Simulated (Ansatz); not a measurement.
# SnN2H4: molecular dynamics (part 2 of 2)

The same run, continued: SnN2H4, SMILES [NH2][Sn][NH2]; RKS PBE/def2-SVP (Ansatz 0.2.0). The geometry comes from this level: PBE0-D4/def2-TZVP.

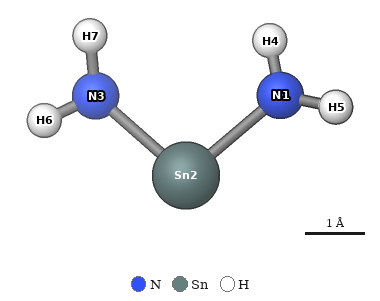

Figure 1. The geometry at step 21 of the log (ball-and-stick view, seen on its broad side; atoms are numbered from 1 in the order of the input).

**Trajectory as extended XYZ, continued**
```
7
Properties=species:S:1:pos:R:3:forces:R:3 step=11 time_fs=11.0 energy=-8870.87856 temperature=262.8
N    -1.3662   -0.1427   -0.6936   -0.0899   1.7242  -2.1296
Sn    0.3912    0.8768   -1.0019   -0.3520   0.3175  -0.5772
N     1.3804    0.1285    0.6113   -1.9772  -1.5166   0.6622
H    -1.4404   -0.7592    0.0468   -0.3040  -1.9384   2.3516
H    -2.2801   -0.0252   -1.1525    0.3908   0.0590  -0.0369
H     2.2269    0.5872    0.7636    2.3063   1.0615   0.4777
H     1.0928   -0.3576    1.4890    0.0259   0.2927  -0.7478
7
Properties=species:S:1:pos:R:3:forces:R:3 step=12 time_fs=12.0 energy=-8870.91135 temperature=303.5
N    -1.3733   -0.1451   -0.6961   -0.2252   1.6692  -2.0712
Sn    0.3914    0.8769   -1.0019   -0.4129   0.2656  -0.5330
N     1.3841    0.1265    0.6122   -1.2909  -1.2402   1.0548
H    -1.4214   -0.7628    0.0546   -0.3991  -1.6616   1.9747
H    -2.2898   -0.0054   -1.1655    0.7094  -0.1230   0.2801
H     2.2378    0.6036    0.7696    1.5522   0.6883   0.3149
H     1.1031   -0.3457    1.5099    0.0666   0.4017  -1.0203
7
Properties=species:S:1:pos:R:3:forces:R:3 step=13 time_fs=13.0 energy=-8870.98223 temperature=398.2
N    -1.3805   -0.1464   -0.6999   -0.0938   0.6865  -0.7791
Sn    0.3915    0.8771   -1.0020   -0.4534   0.2172  -0.4799
N     1.3868    0.1237    0.6138    0.0954  -0.4144   1.2098
H    -1.4062   -0.7823    0.0814   -0.4627  -0.5022   0.5194
H    -2.2928    0.0132   -1.1759    0.7174  -0.2628   0.4388
H     2.2636    0.6266    0.7787    0.1882  -0.0558   0.0358
H     1.1140   -0.3299    1.5210    0.0090   0.3315  -0.9449
7
Properties=species:S:1:pos:R:3:forces:R:3 step=14 time_fs=14.0 energy=-8870.94806 temperature=351.5
N    -1.3878   -0.1472   -0.7044    0.3638  -0.3251   0.6413
Sn    0.3915    0.8773   -1.0021   -0.4813   0.1630  -0.4133
N     1.3897    0.1205    0.6162    1.3208   0.4592   0.9987
H    -1.3954   -0.8067    0.1131   -0.5589   0.6129  -0.8897
H    -2.2888    0.0293   -1.1820    0.4291  -0.3278   0.4200
H     2.2911    0.6490    0.7881   -0.9393  -0.6982  -0.2055
H     1.1250   -0.3110    1.5230   -0.1342   0.1159  -0.5516
7
Properties=species:S:1:pos:R:3:forces:R:3 step=15 time_fs=15.0 energy=-8870.84986 temperature=211.2
N    -1.3948   -0.1482   -0.7083    1.0080  -0.9530   1.6279
Sn    0.3916    0.8775   -1.0022   -0.5026   0.0993  -0.3352
N     1.3934    0.1177    0.6193    2.0574   1.1280   0.4747
H    -1.3899   -0.8251    0.1363   -0.6523   1.2683  -1.7282
H    -2.2808    0.0423   -1.1841   -0.0475  -0.3143   0.2633
H     2.3097    0.6647    0.7956   -1.5316  -1.0499  -0.3483
H     1.1347   -0.2910    1.5198   -0.3315  -0.1783   0.0460
7
Properties=species:S:1:pos:R:3:forces:R:3 step=16 time_fs=16.0 energy=-8870.79891 temperature=137.9
N    -1.4012   -0.1499   -0.7112    1.6055  -1.1630   2.0682
Sn    0.3916    0.8777   -1.0023   -0.5203   0.0287  -0.2523
N     1.3986    0.1157    0.6228    2.2452   1.4591  -0.1145
H    -1.3907   -0.8315    0.1430   -0.7058   1.4567  -1.9755
H    -2.2732    0.0522   -1.1837   -0.5180  -0.2515   0.0625
H     2.3136    0.6704    0.7997   -1.5890  -1.0944  -0.3888
H     1.1412   -0.2726    1.5171   -0.5175  -0.4356   0.6004
7
Properties=species:S:1:pos:R:3:forces:R:3 step=17 time_fs=17.0 energy=-8870.84942 temperature=210.1
N    -1.4064   -0.1523   -0.7126    1.9078  -0.9280   1.8657
Sn    0.3915    0.8779   -1.0025   -0.5355  -0.0439  -0.1709
N     1.4053    0.1147    0.6261    1.8112   1.3148  -0.4500
H    -1.3983   -0.8239    0.1307   -0.7063   1.2036  -1.6573
H    -2.2706    0.0598   -1.1827   -0.7508  -0.1944  -0.0592
H     2.3023    0.6657    0.8001   -1.1232  -0.8249  -0.3245
H     1.1428   -0.2585    1.5200   -0.6032  -0.5274   0.7962
7
Properties=species:S:1:pos:R:3:forces:R:3 step=18 time_fs=18.0 energy=-8870.94077 temperature=336.4
N    -1.4103   -0.1554   -0.7128    1.7989  -0.1540   0.8825
Sn    0.3914    0.8781   -1.0026   -0.5472  -0.1152  -0.0928
N     1.4132    0.1146    0.6292    0.6928   0.6339  -0.4068
H    -1.4126   -0.8047    0.1026   -0.6638   0.4580  -0.7079
H    -2.2752    0.0655   -1.1823   -0.6221  -0.1865  -0.0309
H     2.2802    0.6530    0.7974   -0.1243  -0.2242  -0.1459
H     1.1386   -0.2494    1.5306   -0.5343  -0.4120   0.5017
7
Properties=species:S:1:pos:R:3:forces:R:3 step=19 time_fs=19.0 energy=-8870.93814 temperature=330.3
N    -1.4130   -0.1586   -0.7123    1.4183   1.1187  -0.7939
Sn    0.3913    0.8783   -1.0028   -0.5525  -0.1834  -0.0163
N     1.4217    0.1149    0.6319   -0.8926  -0.3931  -0.1525
H    -1.4332   -0.7812    0.0678   -0.6216  -0.7475   0.8274
H    -2.2857    0.0694   -1.1822   -0.2304  -0.2197   0.1027
H     2.2570    0.6382    0.7933    1.2193   0.5995   0.1206
H     1.1293   -0.2442    1.5460   -0.3405  -0.1745  -0.0880
7
Properties=species:S:1:pos:R:3:forces:R:3 step=20 time_fs=20.0 energy=-8870.84334 temperature=206.5
N    -1.4147   -0.1611   -0.7124    1.0409   2.2891  -2.3504
Sn    0.3911    0.8784   -1.0030   -0.5467  -0.2443   0.0593
N     1.4295    0.1150    0.6346   -2.1549  -1.2054   0.1163
H    -1.4599   -0.7649    0.0408   -0.6213  -1.8618   2.2496
H    -2.2984    0.0712   -1.1810    0.1874  -0.2453   0.2255
H     2.2454    0.6291    0.7904    2.2020   1.2081   0.3441
H     1.1167   -0.2407    1.5606   -0.1075   0.0596  -0.6443
7
Properties=species:S:1:pos:R:3:forces:R:3 step=21 time_fs=21.0 energy=-8870.85665 temperature=226.8
N    -1.4157   -0.1619   -0.7141    0.7624   2.3093  -2.4483
Sn    0.3909    0.8786   -1.0032   -0.5236  -0.2909   0.1317
N     1.4358    0.1142    0.6373   -2.1828  -1.1985   0.3367
H    -1.4924   -0.7663    0.0354   -0.5703  -1.8836   2.3102
H    -2.3093    0.0706   -1.1778    0.4372  -0.2213   0.2485
H     2.2549    0.6315    0.7907    1.9958   1.0771   0.3640
H     1.1031   -0.2366    1.5689    0.0813   0.2079  -0.9427
7
Properties=species:S:1:pos:R:3:forces:R:3 step=22 time_fs=22.0 energy=-8870.97564 temperature=388.1
N    -1.4161   -0.1612   -0.7175    0.4881   1.1245  -1.0308
Sn    0.3906    0.8787   -1.0034   -0.4800  -0.3214   0.2004
N     1.4407    0.1126    0.6403   -1.1006  -0.4512   0.4027
H    -1.5304   -0.7858    0.0521   -0.3151  -0.7679   0.9706
H    -2.3161    0.0680   -1.1721    0.4590  -0.1402   0.1557
H     2.2835    0.6443    0.7945    0.7771   0.3163   0.2080
H     1.0903   -0.2306    1.5683    0.1716   0.2399  -0.9066
7
Properties=species:S:1:pos:R:3:forces:R:3 step=23 time_fs=23.0 energy=-8870.99767 temperature=422.6
N    -1.4162   -0.1597   -0.7216    0.2403  -0.2482   0.6303
Sn    0.3903    0.8788   -1.0035   -0.4207  -0.3418   0.2664
N     1.4447    0.1107    0.6436    0.2020   0.4595   0.1758
H    -1.5715   -0.8126    0.0780    0.0810   0.4896  -0.5306
H    -2.3184    0.0640   -1.1650    0.3012  -0.0205  -0.0178
H     2.3195    0.6602    0.8004   -0.5440  -0.4978   0.0345
H     1.0791   -0.2222    1.5590    0.1401   0.1592  -0.5587
7
Properties=species:S:1:pos:R:3:forces:R:3 step=24 time_fs=24.0 energy=-8870.90538 temperature=293.3
N    -1.4162   -0.1584   -0.7252    0.0826  -1.1821   1.7611
Sn    0.3900    0.8789   -1.0036   -0.3563  -0.3594   0.3278
N     1.4489    0.1091    0.6470    1.1613   1.1581  -0.3229
H    -1.6117   -0.8348    0.0989    0.4596   1.2930  -1.4700
H    -2.3179    0.0598   -1.1580    0.0694   0.1115  -0.2195
H     2.3504    0.6712    0.8065   -1.4181  -1.0216  -0.0696
H     1.0693   -0.2123    1.5443    0.0015   0.0004  -0.0070
7
Properties=species:S:1:pos:R:3:forces:R:3 step=25 time_fs=25.0 energy=-8870.82176 temperature=172.7
N    -1.4161   -0.1579   -0.7277   -0.0264  -1.6077   2.2701
Sn    0.3896    0.8790   -1.0037   -0.2970  -0.3776   0.3804
N     1.4539    0.1083    0.6501    1.6078   1.5159  -0.8814
H    -1.6476   -0.8446    0.1058    0.7401   1.6033  -1.8105
H    -2.3167    0.0566   -1.1531   -0.1071   0.2292  -0.3941
H     2.3676    0.6725    0.8120   -1.7456  -1.1998  -0.0957
H     1.0594   -0.2024    1.5296   -0.1718  -0.1634   0.5312
7
Properties=species:S:1:pos:R:3:forces:R:3 step=26 time_fs=26.0 energy=-8870.83499 temperature=191.0
N    -1.4160   -0.1585   -0.7286   -0.1541  -1.5748   2.2084
Sn    0.3892    0.8790   -1.0038   -0.2488  -0.3966   0.4206
N     1.4601    0.1085    0.6527    1.4268   1.4518  -1.2177
H    -1.6764   -0.8390    0.0952    0.8882   1.4937  -1.6468
H    -2.3165    0.0557   -1.1520   -0.1233   0.3111  -0.4979
H     2.3682    0.6623    0.8166   -1.5325  -1.0454  -0.0473
H     1.0480   -0.1941    1.5199   -0.2564  -0.2399   0.7807
7
Properties=species:S:1:pos:R:3:forces:R:3 step=27 time_fs=27.0 energy=-8870.92155 temperature=311.8
N    -1.4160   -0.1601   -0.7279   -0.2666  -1.0673   1.5567
Sn    0.3888    0.8790   -1.0039   -0.2128  -0.4160   0.4485
N     1.4672    0.1098    0.6544    0.4937   0.9098  -1.2070
H    -1.6967   -0.8191    0.0690    0.8495   0.9584  -0.9743
H    -2.3175    0.0577   -1.1557    0.0419   0.3479  -0.5170
H     2.3541    0.6420    0.8207   -0.7434  -0.5487   0.0888
H     1.0340   -0.1881    1.5178   -0.1624  -0.1842   0.6043
7
Properties=species:S:1:pos:R:3:forces:R:3 step=28 time_fs=28.0 energy=-8870.95664 temperature=356.1
N    -1.4163   -0.1625   -0.7262   -0.2097  -0.0464   0.2794
Sn    0.3883    0.8789   -1.0039   -0.1852  -0.4346   0.4675
N     1.4746    0.1116    0.6552   -1.1084  -0.0189  -0.9998
H    -1.7088   -0.7901    0.0334    0.5433  -0.0445   0.2579
H    -2.3181    0.0631   -1.1643    0.3121   0.3426  -0.4684
H     2.3328    0.6166    0.8257    0.5719   0.2438   0.3239
H     1.0186   -0.1838    1.5214    0.0760  -0.0420   0.1396
7
Properties=species:S:1:pos:R:3:forces:R:3 step=29 time_fs=29.0 energy=-8870.86315 temperature=226.3
N    -1.4166   -0.1650   -0.7243    0.1017   1.2706  -1.3515
Sn    0.3879    0.8788   -1.0038   -0.1582  -0.4488   0.4808
N     1.4813    0.1135    0.6554   -2.7362  -0.9277  -0.8033
H    -1.7158   -0.7615    0.0003   -0.0028  -1.3077   1.8037
H    -2.3158    0.0718   -1.1774    0.5656   0.3023  -0.3805
H     2.3171    0.5934    0.8337    1.8975   1.0141   0.5831
H     1.0038   -0.1800    1.5263    0.3323   0.0971  -0.3323
7
Properties=species:S:1:pos:R:3:forces:R:3 step=30 time_fs=30.0 energy=-8870.78965 temperature=130.1
N    -1.4169   -0.1666   -0.7234    0.3840   2.0732  -2.3497
Sn    0.3874    0.8787   -1.0037   -0.1227  -0.4510   0.4887
N     1.4861    0.1147    0.6551   -3.2553  -1.1839  -0.6143
H    -1.7227   -0.7454   -0.0156   -0.4147  -2.0352   2.7012
H    -2.3080    0.0833   -1.1941    0.6990   0.2356  -0.2792
H     2.3195    0.5800    0.8474    2.2213   1.1931   0.6507
H     0.9922   -0.1752    1.5281    0.4884   0.1681  -0.5973
```

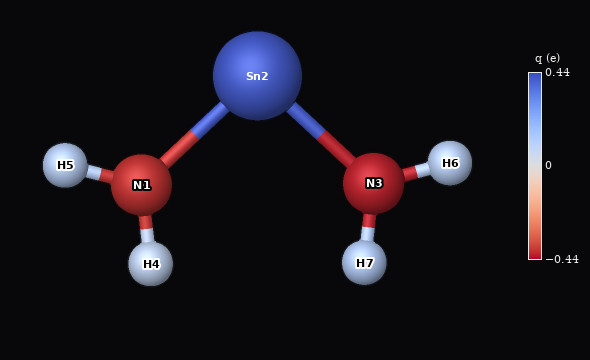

Figure 2. Mulliken charges, as the colour of each atom (ball-and-stick view, seen on its broad side; atoms are numbered from 1 in the order of the input). By element: N −0.41 to −0.39, Sn +0.40 and H +0.08 to +0.12 e.

This output came from the following input.

**Input**
```yaml
crystal:
  periodic: [false, false, false]
  atoms:
    - {symbol: N, position_ang: [-1.318761, -0.139103, -0.652171]}
    - {symbol: Sn, position_ang: [0.389262, 0.878061, -1.005765]}
    - {symbol: N, position_ang: [1.346248, 0.142569, 0.612949]}
    - {symbol: H, position_ang: [-1.487583, -0.766352, 0.119192]}
    - {symbol: H, position_ang: [-2.127035, -0.069171, -1.248865]}
    - {symbol: H, position_ang: [2.292571, 0.395439, 0.846970]}
    - {symbol: H, position_ang: [0.966498, -0.509444, 1.281990]}
basis:
  gaussian: {orbitals: def2-SVP}
hamiltonian: {xc: {name: PBE}}
md: {timestep: 1 fs, n_steps: 30, ensemble: nve, temperature: 500, initial_velocities: maxwell_boltzmann, seed: 542}
```

Launched with:
```bash
ansatz run in.yaml --threads 4 --pin off --events-out ev --progress --plain --max-ram 10444MiB
```

**Results in brief**

| quantity | value |
| --- | --- |
| outcome | finished |
| mean temperature over the second half | 259 K |
| trajectory | 30 steps, 30 fs |
| ensemble | nve |
| temperature in the input | 500 K |
| time step | 1 fs |
| potential energy (last step) | −8870.7897 eV |
| SCF solution under orbital rotations (last step) | stable |
| largest force (length of the vector) (last step) | 3.518 eV/Å |
| dipole moment (last step) | 1.39 D |
| hardware | 4 threads of Arm Neoverse V1, 23 GiB of memory available, shared host |
| wall time | 17 s (CPU time 58 s) |
| peak memory | 0.33 GiB |

**Remarks**

So short a trajectory is not equilibrated.
